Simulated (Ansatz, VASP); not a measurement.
# Cross-check of CsIr16 between VASP and Ansatz, part 2 of 2

One calculation is typed for both programs; each brings its own data sets and cutoff. How far apart do they land?

VASP 6.6.1 and Ansatz 0.2.0.

So far: The starting structure; VASP: single point, PBE.

### 3. Ansatz: single point, PBE

Level of this step: Ansatz beside VASP: Kohn-Sham DFT, plane waves, PBE (Ansatz).

Ansatz runs on its default PAW (the set named soft_2) files.

The same cell, functional, mesh and smearing now go to Ansatz, which takes its cutoff from its data sets.

The input, input.yaml:

```yaml
crystal:
  lattice:
    - [5.4730064864, 0.0, 0.0]
    - [2.7365032432, 4.7397626523, 0.0]
    - [0.0, 0.0, 24.3530366253]
  atoms:
    - { symbol: Cs, position: [0.3357904068, 0.3333700705, 0.7078850921] }
    - { symbol: Ir, position: [0.9998906577, 4.97982e-05, 0.5823970791] }
    - { symbol: Ir, position: [0.5014897285, 0.9969457402, 0.5814512209] }
    - { symbol: Ir, position: [0.9970627774, 0.5013861457, 0.5814497252] }
    - { symbol: Ir, position: [0.5015607312, 0.5015662443, 0.5814242235] }
    - { symbol: Ir, position: [0.8340712466, 0.3320577633, 0.4898810277] }
    - { symbol: Ir, position: [0.3334390752, 0.3332708122, 0.4905195372] }
    - { symbol: Ir, position: [0.8340852347, 0.8339500517, 0.4899166466] }
    - { symbol: Ir, position: [0.332283222, 0.8338844039, 0.4898640676] }
    - { symbol: Ir, position: [0.166666667, 0.166666667, 0.399717936] }
    - { symbol: Ir, position: [0.666666667, 0.166666667, 0.399717936] }
    - { symbol: Ir, position: [0.166666667, 0.666666667, 0.399717936] }
    - { symbol: Ir, position: [0.666666667, 0.666666667, 0.399717936] }
    - { symbol: Ir, position: [0.0, 0.0, 0.307969807] }
    - { symbol: Ir, position: [0.5, 0.0, 0.307969807] }
    - { symbol: Ir, position: [0.0, 0.5, 0.307969807] }
    - { symbol: Ir, position: [0.5, 0.5, 0.307969807] }
hamiltonian:
  xc: pbe
  pseudopotentials: { kind: paw }
kpoints:
  mp_grid: { grid: [4, 4, 1] }
scf:
  occupations: { method: gaussian, width: 0.1 }
  n_extra_bands: 8
output:
  forces: true
  eigenvalues: true
```

Launch:

```
$ ansatz run input.yaml --threads 8 --pin off --max-ram 18432MiB --backend cpu --events-out ev --progress --plain --runs-dir out
```

Numbers of over 12 decimals in the logs are rounded to 6 here.

The program printed:

```text
scf.n_extra_bands = 8 over 141 filled bands (N_el = 281.0): the run solves 149 bands
Engine: ansatz 0.2.0, aarch64-unknown-linux-gnu
Pseudopotentials: kind: paw
Pseudopotential: Cs, paw, valence charge 9, recommended cutoff 420 eV (normal), Cs.paw.azcp
Pseudopotential: Ir, paw, valence charge 17, recommended cutoff 420 eV (normal), Ir.paw.azcp
Functional definition: PBE
  parameter kappa = 0.804
  parameter beta = 0.066725
  exchange = pbe_x(kappa = kappa, mu = beta*pi^2/3)
  correlation = pbe_c(beta = beta)
Crystal: 17 atoms, lattice volume = 631.736 Å³
Basis set: ecut = 420 eV, 12291 PW (Γ), exchange–correlation on 80×80×360 points (8 copies of the dense FFT grid, shifted against one another)
Bands: 149, of which v1, the nominal top of the filled ones, is band 141 counted from 1 (140 counted from 0)
Symmetry: 1 space group operations
Space group: P1 (ITA 1), of the structure as read, at distance tolerance 8.6e-5 Å
k-points: 10 of 16 (time reversal used)
Non-local potential: Cs, projectors of the file, l = 0: 3, l = 1: 2, l = 2: 2, l = 3: 2
Non-local potential: Ir, projectors of the file, l = 0: 3, l = 1: 2, l = 2: 2, l = 3: 1
PAW form: soft (Blöchl's): semilocal exchange-correlation on the pseudo side does not see the compensation charge
PAW one-centre angular grid: Cs, 194 points (default); XC on 64 Gauss nodes
PAW one-centre angular grid: Ir, 590 points (default); XC on 64 Gauss nodes
Initial density: superposition of atomic densities (neutral atoms: chi_scale 0, normalization atom), corrected by the library's trained network
Initial wavefunctions: pseudopotential atomic-orbital guess
Functional: x = pbe(κ = 0.804, μ = 0.219515), c = pbe(β = 0.066725)
SCF iter   1: F=—  HF=-196631.846951 eV  |F-HF|=—  |Δ(HF+E_count)|=         —  Δρ=3.81e-2  dr2=2.19e2  ethr=1.77e-3  ⟨swp⟩=7.1  Hψ=6137  notcnv=0
preconditioner: auto → LDOS  [metal: Δε(μ)=0.013 eV  Ē_g=4.532 eV  σ=0.100 eV  W_gap=0.07  n_scr=138 (ndim 8)  ℏωp=18.3 eV  f_vac=0.523  D(μ)=30.45/eV (n_scr^D=304)  β→1.0]
SCF iter   2: F=—  HF=-196630.504602 eV  |F-HF|=—  |Δ(HF+E_count)|=    1.34e0  Δρ=2.43e-2  dr2=5.25e0  ethr=1.77e-3  ⟨swp⟩=2.4  Hψ=2491  notcnv=0  defer=7
SCF iter   3: F=—  HF=-196629.776687 eV  |F-HF|=—  |Δ(HF+E_count)|=   7.28e-1  Δρ=8.94e-3  dr2=1.62e0  ethr=1.77e-3  ⟨swp⟩=2.2  Hψ=1836  notcnv=0  defer=7
SCF iter   4: F=—  HF=-196629.729001 eV  |F-HF|=—  |Δ(HF+E_count)|=   4.77e-2  Δρ=4.02e-3  dr2=7.37e-1  ethr=5.77e-4  ⟨swp⟩=2.0  Hψ=1712  notcnv=0  defer=1
SCF iter   5: F=—  HF=-196629.704099 eV  |F-HF|=—  |Δ(HF+E_count)|=   2.49e-2  Δρ=1.54e-3  dr2=1.22e-1  ethr=2.62e-4  ⟨swp⟩=1.5  Hψ=1697  notcnv=0  defer=1
SCF iter   6: F=—  HF=-196629.701872 eV  |F-HF|=—  |Δ(HF+E_count)|=   2.23e-3  Δρ=1.73e-4  dr2=3.39e-4  ethr=4.35e-5  ⟨swp⟩=2.0  Hψ=1983  notcnv=0  defer=1
SCF iter   7: F=—  HF=-196629.702265 eV  |F-HF|=—  |Δ(HF+E_count)|=   3.94e-4  Δρ=1.01e-4  dr2=8.55e-5  ethr=1.20e-7  ⟨swp⟩=3.0  Hψ=3550  notcnv=0  defer=1
SCF iter   8: F=—  HF=-196629.702893 eV  |F-HF|=—  |Δ(HF+E_count)|=   6.28e-4  Δρ=3.12e-5  dr2=1.41e-5  ethr=3.04e-8  ⟨swp⟩=2.3  Hψ=2533  notcnv=0  defer=1
SCF iter   9: F=—  HF=-196629.702892 eV  |F-HF|=—  |Δ(HF+E_count)|=   4.74e-7  Δρ=1.20e-5  dr2=2.34e-6  ethr=5.03e-9  ⟨swp⟩=2.7  Hψ=2438  notcnv=0  defer=1
SCF iter  10: F=—  HF=-196629.702892 eV  |F-HF|=—  |Δ(HF+E_count)|=   2.81e-7  Δρ=6.17e-6  dr2=2.53e-7  ethr=8.32e-10  ⟨swp⟩=2.5  Hψ=2450  notcnv=0  defer=1
SCF iter  11: F=-196629.702892 eV  HF=-196629.702892 eV  |F-HF|=1.00e-8  |Δ(HF+E_count)|=   2.99e-8  Δρ=1.84e-6  dr2=3.25e-8  ethr=3.56e-11  ⟨swp⟩=8.6  Hψ=6480  notcnv=0
SCF 1 converged in 11 iterations: F = -196629.702892 eV  dr2 = 3.25e-8
  greatest PAW one-centre occupation: 1.000 electrons in one spin orbital (limit 2), on the Ir atom at site 9 (counted from 0), in its partial waves of l = 0
SCF converged after 11 iterations
Free energy (F): -196629.702892 eV
Harris-Foulkes:  -196629.702892 eV  (|F-HF|=1.00e-8)
Internal energy: -196629.604818 eV  (E = F + TS)
E sigma→0 (E₀):  -196629.653855 eV
Entropy (-TS):   -0.098074 eV (-5.769 meV/atom)
Fermi energy:    7.841137 eV
--- Per-component energies (eV) ---
  E_band       = -6139.064653
  E_kinetic    = 10078.503574
  E_local      = -445198.115265  (includes V_loc(G=0)·N_el)
  E_nonlocal   = 1195.906095
  E_hartree    = 218210.278921
  E_xc         = -4445.963177
  E_vxc        = -4906.266634  (∫ρ·V_xc dr)
  E_paw        = -152640.070757  (= ΣΔE_a)
  E_vpaw       = -3729.572379  (= ΣTr[D̂ρ^β])
  E_aug_tail   = 0.000881  (compensation charges beyond the density's cutoff)
  E_ewald      = 176169.854911
  E_smearing   = -0.098074  (= −TS)
  E_closure    = 0.000000  (closes the sum)
  Σ components = -196629.702892   (vs F -196629.702892, Δ=0.00e0)
--- Forces (eV/Å), atoms counted from 1 ---
  atom   1  Cs    -0.00031729     0.00016526    -0.03047727
  atom   2  Ir     0.00636227    -0.00344975    -0.05216578
  atom   3  Ir     0.00032521    -0.01562900    -0.02827440
  atom   4  Ir    -0.01228865     0.01056346    -0.02401341
  atom   5  Ir     0.01134442     0.00729027    -0.02806053
  atom   6  Ir    -0.00058729     0.02438766    -0.01426289
  atom   7  Ir    -0.00231765     0.00225178    -0.03690305
  atom   8  Ir    -0.02441984    -0.01446148    -0.01831961
  atom   9  Ir     0.01448136    -0.00862818    -0.01041353
  atom  10  Ir     0.02492256     0.01350111    -0.18139247
  atom  11  Ir    -0.02204719     0.01166816    -0.18022825
  atom  12  Ir    -0.00018404    -0.02729711    -0.17978591
  atom  13  Ir     0.00392908    -0.00009717    -0.11233667
  atom  14  Ir    -0.00014754    -0.00025508     0.22540821
  atom  15  Ir     0.00028574     0.02119620     0.22353428
  atom  16  Ir     0.01887190    -0.01065426     0.22377916
  atom  17  Ir    -0.01821340    -0.01055205     0.22400524
  max |Σ_I F_I| component: 9.31e-5 eV/Å
--- Band table (eV; the first three rows and the last of 10) ---
  k-point 0: bands = [... 137 lower, 8.4144, 8.4309, 8.5562, 8.5563, 8.5877, 8.6819, 8.6822, 8.6836, ... 4 higher]
  k-point 1: bands = [... 137 lower, 7.7154, 7.7217, 7.8947, 7.9427, 7.9640, 8.0458, 8.0939, 8.0948, ... 4 higher]
  k-point 2: bands = [... 137 lower, 6.9261, 6.9467, 6.9979, 7.2741, 7.2894, 7.8697, 7.8746, 7.9520, ... 4 higher]
  k-point 9: bands = [... 137 lower, 6.9263, 6.9455, 6.9990, 7.2740, 7.2898, 7.8693, 7.8752, 7.9517, ... 4 higher]
```

Wall time 27 s (8 threads of Arm Neoverse N1, shared host); peak memory 3.5 GiB.

### 4. Differences

Known differences besides the PAW data sets themselves: the data sets hold 281 valence electrons in Ansatz (default PAW (the set named soft_2) files) and 153 in VASP; the cutoff is 420 eV in Ansatz and 330 eV in VASP (PREC = Normal, projectors in real space). Total energies have different zeros and are not compared.

Forces on 10 of the 17 atoms, picked by the larger force of the two programs (eV/Å; atoms numbered as in POSCAR):

```csv
atom,"Ansatz x, y, z","VASP x, y, z"
Ir2,"0.006, -0.003, -0.052","0.004, -0.003, -0.013"
Ir7,"-0.002, 0.002, -0.037","-0.001, 0.001, 0.022"
Ir10,"0.025, 0.014, -0.181","0.025, 0.014, -0.215"
Ir11,"-0.022, 0.012, -0.180","-0.023, 0.012, -0.214"
Ir12,"0.000, -0.027, -0.180","0.000, -0.028, -0.213"
Ir13,"0.004, 0.000, -0.112","0.004, 0.000, -0.146"
Ir14,"0.000, 0.000, 0.225","0.000, -0.001, 0.193"
Ir15,"0.000, 0.021, 0.224","0.000, 0.021, 0.190"
Ir16,"0.019, -0.011, 0.224","0.019, -0.011, 0.190"
Ir17,"-0.018, -0.011, 0.224","-0.019, -0.011, 0.191"
```

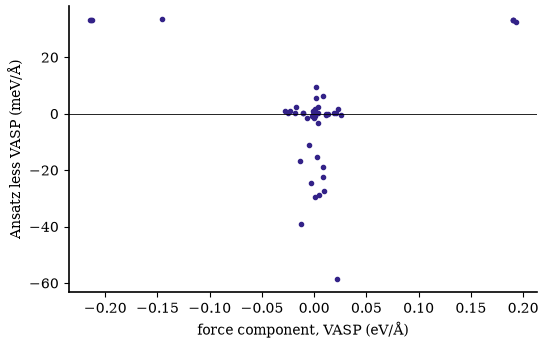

Difference of the force components against their size.

The forces differ by 19 meV/Å r.m.s., which is 24.4 % of the r.m.s. force of 0.08 eV/Å (both taken over all components).

### 5. Looking for the cause

The difference is large enough to ask for its cause, so further runs change the set-up of one program at a time, as the table lists.

| run | r.m.s. force difference (meV/Å) |
| --- | --- |
| as above | 19 |
| norm-conserving potentials (cutoff 925 eV) | 18 |

### 6. Outcome

```
r.m.s. force difference (single point, PBE) : 19 meV/Å
```

The r.m.s. force difference is 19 meV/Å (single point, PBE), beyond the 12 meV/Å picked in this series as the mark of a large difference. For single point, PBE: no further run halves the r.m.s. force difference; only Ansatz's side was varied. 1 further run on this material is not shown. Differences of this kind measure data sets and numerical settings, not the functional's error against experiment.

[Lines on the potential files, build, host, timing and source positions are cut from VASP's logs without a mark.]

[Logs are printed without paths, hosts, clocks, repeated set-up lines and the standing remarks that a program may print on its own settings, such as how far it seeks lower states.]

[Hosts, paths, dates, database ids (printed as entryN), source tags and the programs' standing remarks are cut or masked in the printed files.]
